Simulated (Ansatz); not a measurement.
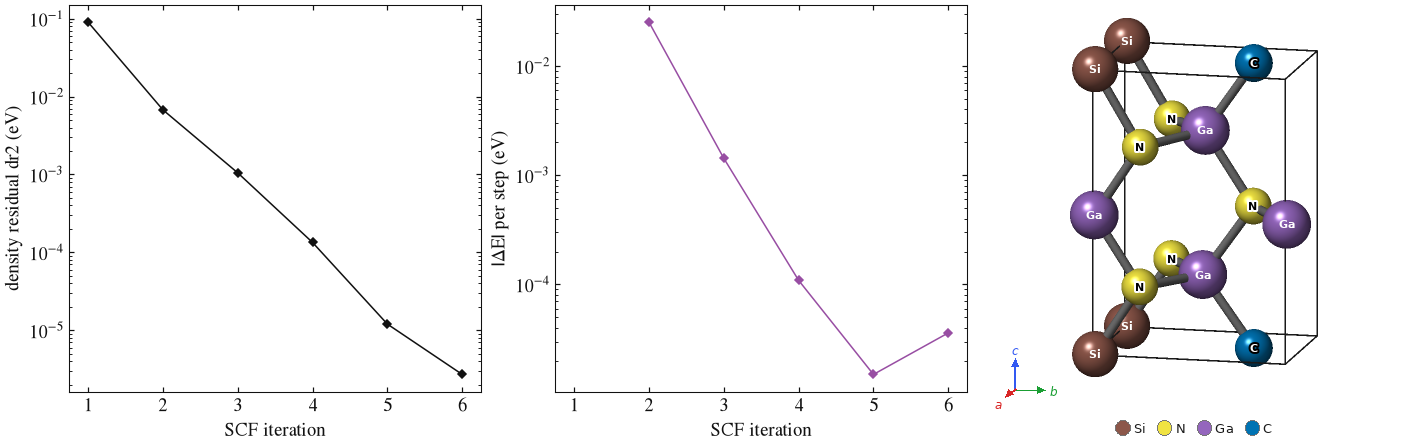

Beside the plot: the structure.

The plot shows the SCF iterations of a calculation: density residual dr2, step-to-step change of the Harris–Foulkes energy. The starting density is a sum of atomic densities corrected by a trained network.

SiN₃Ga₃C (interface cell, 8 atoms in the cell), run with Ansatz.

```
crystal:
  lattice:
    - [2.178427, -2.178427, 0.000000]
    - [0.000000, 0.000000, 4.356853]
    - [-4.542267, -4.542267, 0.000000]
  atoms:
    - { symbol: Si, position: [0.001269, 0.012632, 0.003149] }
    - { symbol: N, position: [0.997809, 0.246228, 0.736821] }
    - { symbol: N, position: [0.008203, 0.245223, 0.247646] }
    - { symbol: N, position: [0.496781, 0.750824, 0.496939] }
    - { symbol: Ga, position: [0.982100, 0.004575, 0.489402] }
    - { symbol: Ga, position: [0.489474, 0.500543, 0.753452] }
    - { symbol: Ga, position: [0.490495, 0.487372, 0.247362] }
    - { symbol: C, position: [0.489797, 0.752412, 0.998183] }
kpoints:
  mp_grid: { grid: [4, 3, 2] }
hamiltonian:
  xc: pbesol
  dispersion: d3bjatm
scf:
  occupations: { method: fermi_dirac, width: 0.01 }
  max_iter: 6
output:
  forces: true
  eigenvalues: true
  stress: true
```

Launched with:
```bash
ansatz run in.yaml --threads 8 --pin off --max-ram 118750MiB --runs-dir r --events-out ev --progress --plain --backend cuda --devices 0,
```

Q: Was self-consistency reached?

A: It did not converge: it stopped after 6 iterations. The residual is still falling at the last step (down to 2.7 × 10⁻⁶). From the first spectrum the program read the system as an insulator and chose the Resta preconditioner.
